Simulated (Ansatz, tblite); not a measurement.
# Ga12As12 zinc blende off sphere (Ga12As12H32): which spin state is lowest

Aim: set other spin states of Ga12As12 zinc blende off sphere (Ga12As12H32) against its singlet, on many levels of theory.

The runs use Ansatz 0.2.0, Gaussian basis; as each input shows.

The runs, in order: triplet, at the geometry of the singlet (GFN1-xTB, GFN2-xTB, PBE0-D4/def2-SVP, PBE-D4/def2-SVP); the singlet's energies come from earlier runs.

1 further run of the same task is left out (set aside as unsound or not needed).

### 1 The structure

The singlet was relaxed beforehand with PBE-D4/def2-SVP.

56 atoms, charge 0, spin multiplicity 1.

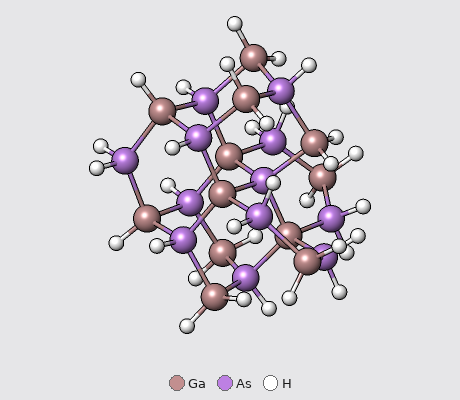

The structure; gallium pink, arsenic purple, hydrogen white.

### 2 Triplet at the fixed geometry, GFN1-xTB

Tight binding, by tblite at 300 K electronic temperature and without a spin-polarisation term:

```python
tblite.interface.Calculator('GFN1-xTB', numbers, positions, charge=0, uhf=2).singlepoint()
```

Energy -1684.6368 eV; 1.1 s.

### 3 Triplet at the fixed geometry, GFN2-xTB

Tight binding, by tblite at 300 K electronic temperature and without a spin-polarisation term:

```python
tblite.interface.Calculator('GFN2-xTB', numbers, positions, charge=0, uhf=2).singlepoint()
```

Energy -1603.2162 eV; 1.4 s.

### 4 Triplet at the fixed geometry, PBE0-D4/def2-SVP

in.yaml reads:

```yaml
crystal:
  periodic: [false, false, false]
  atoms:
    - {symbol: Ga, position_ang: [-4.602649, 1.577468, -0.370804]}
    - {symbol: Ga, position_ang: [-2.332909, -3.840326, 2.743324]}
    - {symbol: Ga, position_ang: [1.093751, -4.331606, -0.668189]}
    - {symbol: Ga, position_ang: [-1.811743, 1.814911, -3.553602]}
    - {symbol: Ga, position_ang: [1.348913, -1.343763, -3.648039]}
    - {symbol: Ga, position_ang: [-1.571893, -1.175159, -0.852047]}
    - {symbol: Ga, position_ang: [-1.459080, 1.453675, 2.381729]}
    - {symbol: Ga, position_ang: [1.317328, -1.316345, 1.809414]}
    - {symbol: Ga, position_ang: [1.176429, 1.574904, -0.849819]}
    - {symbol: Ga, position_ang: [-1.580514, 4.601105, -0.366212]}
    - {symbol: Ga, position_ang: [4.333756, -1.091377, -0.666069]}
    - {symbol: Ga, position_ang: [3.841458, 2.333427, 2.745188]}
    - {symbol: As, position_ang: [-2.991627, -2.516989, 0.698568]}
    - {symbol: As, position_ang: [-3.080073, 0.367302, -2.014729]}
    - {symbol: As, position_ang: [-2.843684, 2.839640, 0.867279]}
    - {symbol: As, position_ang: [-0.094292, -2.657043, -2.131613]}
    - {symbol: As, position_ang: [-0.170064, -2.646932, 3.309851]}
    - {symbol: As, position_ang: [2.701417, -2.699765, 0.372352]}
    - {symbol: As, position_ang: [-0.242933, 0.248518, -4.747037]}
    - {symbol: As, position_ang: [-0.367012, 3.082675, -2.011626]}
    - {symbol: As, position_ang: [2.660080, 0.098607, -2.128946]}
    - {symbol: As, position_ang: [-0.183006, 0.184006, 0.621940]}
    - {symbol: As, position_ang: [2.646847, 0.171091, 3.310908]}
    - {symbol: As, position_ang: [2.515450, 2.994591, 0.703109]}
    - {symbol: H, position_ang: [-5.503429, 2.535659, -1.245312]}
    - {symbol: H, position_ang: [-5.187055, 0.424692, 0.550874]}
    - {symbol: H, position_ang: [-3.350536, -3.479581, 3.889090]}
    - {symbol: H, position_ang: [-1.919110, -5.271372, 2.243945]}
    - {symbol: H, position_ang: [1.855712, -5.360768, -1.583045]}
    - {symbol: H, position_ang: [0.071916, -4.717100, 0.477498]}
    - {symbol: H, position_ang: [-2.639968, 2.643775, -4.606600]}
    - {symbol: H, position_ang: [2.176280, -2.169721, -4.704476]}
    - {symbol: H, position_ang: [-2.296800, 0.329088, 3.131588]}
    - {symbol: H, position_ang: [-0.338892, 2.291636, 3.137709]}
    - {symbol: H, position_ang: [-2.537951, 5.502942, -1.240468]}
    - {symbol: H, position_ang: [-0.429548, 5.184618, 0.558296]}
    - {symbol: H, position_ang: [5.362766, -1.852429, -1.581691]}
    - {symbol: H, position_ang: [4.719336, -0.071074, 0.480791]}
    - {symbol: H, position_ang: [5.271738, 1.919733, 2.243861]}
    - {symbol: H, position_ang: [3.482407, 3.350065, 3.892284]}
    - {symbol: H, position_ang: [-3.846732, -3.429275, -0.176799]}
    - {symbol: H, position_ang: [-4.085580, -1.523751, 1.077136]}
    - {symbol: H, position_ang: [-3.910893, -0.532215, -2.931774]}
    - {symbol: H, position_ang: [-3.693427, 3.687674, 1.816575]}
    - {symbol: H, position_ang: [-1.014052, -3.431709, -3.076170]}
    - {symbol: H, position_ang: [0.733383, -3.630911, 4.050707]}
    - {symbol: H, position_ang: [-0.447015, -1.717436, 4.486902]}
    - {symbol: H, position_ang: [3.504058, -3.502800, 1.398112]}
    - {symbol: H, position_ang: [-1.052708, -0.554599, -5.763750]}
    - {symbol: H, position_ang: [0.561140, 1.059924, -5.761691]}
    - {symbol: H, position_ang: [0.531816, 3.916490, -2.926619]}
    - {symbol: H, position_ang: [3.435631, 1.019090, -3.072068]}
    - {symbol: H, position_ang: [1.716250, 0.448175, 4.487091]}
    - {symbol: H, position_ang: [3.630163, -0.732251, 4.052821]}
    - {symbol: H, position_ang: [1.519432, 4.085059, 1.084372]}
    - {symbol: H, position_ang: [3.425316, 3.854156, -0.170421]}
basis:
  gaussian: {orbitals: def2-SVP, fitting: {mean_field: def2-universal-jkfit}}
magnetization: {spin_polarized: true, initial_magnetization: 2}
hamiltonian: {xc: pbe0, dispersion: d4}
scf: {omitted_lower_state_checks: [starts]}
output: {orbitals: {seedname: orbitals}}
```

Run with:

```bash
ansatz run in.yaml --threads 11 --pin off --events-out ev --progress --plain --max-ram 110592MiB --backend cuda --devices 0, --max-vram 75GiB
```

The log of the run:

```text
Functional definition: PBE0
  name "PBE0"
  cite "Adamo & Barone, J. Chem. Phys. 110, 6158 (1999) doi:10.1063/1.478522"
  cite "Perdew, Burke & Ernzerhof, Phys. Rev. Lett. 77, 3865 (1996) doi:10.1103/PhysRevLett.77.3865"
  parent pbe
  parameter a = 0.25
  parameter kappa = 0.804
  parameter beta = 0.06672455060314922
  exchange = (1 - a)*pbe_x(kappa = kappa, mu = beta*pi^2/3) + a*exact_x
  correlation = pbe_c(beta = beta)
these checks for a lower state are left out or cut short: starts
6960 factors; integrals over basis functions are off by at most 3.5e-1 eV
mean field evaluation 1: about -1358818.6037 eV, gradient 4.9e1 eV
mean field evaluation 2: about -1358813.7572 eV, gradient 6.0e1 eV
mean field evaluation 4: about -1358824.7847 eV, gradient 6.5e0 eV
mean field evaluation 8: about -1358825.0456 eV, gradient 1.6e0 eV
mean field evaluation 16: about -1358825.0787 eV, gradient 5.3e-2 eV
mean field evaluation 32: about -1358825.0794 eV, gradient 6.4e-4 eV
mean field -1358825.07938357 eV, -49935.9006226270 hartree, gradient 4.9e-6 eV, S^2 2.005426; 0 other end points of the search recorded, 0 dependent functions left out
reference -1358825.07946876 eV, -49935.9006257573 hartree; 401, 399 occupied and 527, 529 virtual orbitals, 6960 factors
Total energy: -1358829.84546668 eV, -49936.0757729503 hartree
Checks for a lower state left out: starts
```

Run time: 41 s. Hardware: 1 × H100 with 11 threads of AMD EPYC 7R13, shared host; peak host memory 1.9 GiB.

From the report: HOMO -2.51 eV, LUMO -6.03 eV (over both spins; with the spin held, an empty level of the minority spin lies below the top filled one); ⟨S²⟩ 2.005 (pure: 2.00).

### 5 Triplet at the fixed geometry, PBE-D4/def2-SVP

start.molden holds the orbitals of an earlier run on this state, given as this run's starting guess.

in.yaml, as its differences from that of step 4:

```diff
@@ -60,5 +60,5 @@
 basis:
-  gaussian: {orbitals: def2-SVP, fitting: {mean_field: def2-universal-jkfit}}
+  gaussian: {orbitals: def2-SVP, fitting: {mean_field: def2-universal-jkfit}, initial_orbitals: start.molden}
 magnetization: {spin_polarized: true, initial_magnetization: 2}
-hamiltonian: {xc: pbe0, dispersion: d4}
+hamiltonian: {xc: pbe, dispersion: d4}
 scf: {omitted_lower_state_checks: [starts]}
```

Launched as before.

The log of the run:

```text
Functional definition: PBE
  name "PBE"
  cite "Perdew, Burke & Ernzerhof, Phys. Rev. Lett. 77, 3865 (1996) doi:10.1103/PhysRevLett.77.3865"
  parent pbe
  parameter kappa = 0.804
  parameter beta = 0.06672455060314922
  exchange = pbe_x(kappa = kappa, mu = beta*pi^2/3)
  correlation = pbe_c(beta = beta)
these checks for a lower state are left out or cut short: starts
6960 factors; integrals over basis functions are off by at most 3.5e-1 eV
mean field evaluation 1: about -1358788.3387 eV, gradient 1.7e1 eV
mean field evaluation 2: about -1358789.3858 eV, gradient 1.1e0 eV
mean field evaluation 4: about -1358789.3940 eV, gradient 1.5e-1 eV
mean field evaluation 8: about -1358789.3962 eV, gradient 1.2e-3 eV
mean field evaluation 16: about -1358789.3962 eV, gradient 8.9e-6 eV
mean field -1358789.39618130 eV, -49934.5892891302 hartree, gradient 1.9e-6 eV, S^2 2.001649; 0 other end points of the search recorded, 0 dependent functions left out
reference -1358789.39629549 eV, -49934.5892933267 hartree; 401, 399 occupied and 527, 529 virtual orbitals, 6960 factors
Total energy: -1358794.57467071 eV, -49934.7795951060 hartree
Checks for a lower state left out: starts
```

Run time: 15 s. Hardware: 1 × H100 with 11 threads of AMD EPYC 7R13, shared host; peak host memory 1.8 GiB.

From the report: HOMO -2.31 eV, LUMO -6.03 eV (over both spins; with the spin held, an empty level of the minority spin lies below the top filled one); ⟨S²⟩ 2.002 (pure: 2.00).

### 6 Triplet less singlet, vertical

The singlet's energies are those of its earlier runs, whose logs aren't repeated here.

```csv
level,"triplet less singlet, vertical (kcal/mol)",time
GFN1-xTB,+81.9,1.8 s
GFN2-xTB,+91.0,2.5 s
PBE-D4/def2-SVP,+84.4,21 s
PBE0-D4/def2-SVP,+101.6,53 s
```

Times add the two runs; a level without a time comes out of a correlated run. Tight binding without a spin term can't rank spin states.

### 7 Outcome

| quantity | value |
| --- | --- |
| triplet less singlet, vertical, functionals in def2-SVP | +84.4 (PBE-D4) to +101.6 kcal/mol (PBE0-D4) |

In words: All functionals put the triplet above the singlet, over a spread of 17.2 kcal/mol. The checks for a lower triplet were left out, so another state of that spin may lie lower. These are electronic energies, without zero-point motion, entropy or surroundings.
